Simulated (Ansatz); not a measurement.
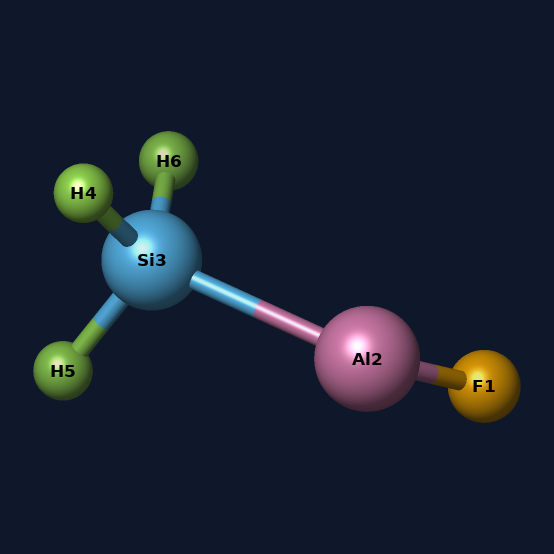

The atoms are numbered. Charge 0, doublet. Computed geometry: PBE-D4/def2-SVP optimisation. No frequency run is at hand to confirm it as a minimum.

### What is the geometry at Si3?

Si3 has 4 neighbours (Al2 at 2.52, H4 at 1.51, H5 at 1.51, H6 at 1.51 Å); the arrangement is tetrahedral.

### Describe the coordination of atom 2.

Al2 has 2 neighbours (F1 at 1.69, Si3 at 2.52 Å); the arrangement is bent.
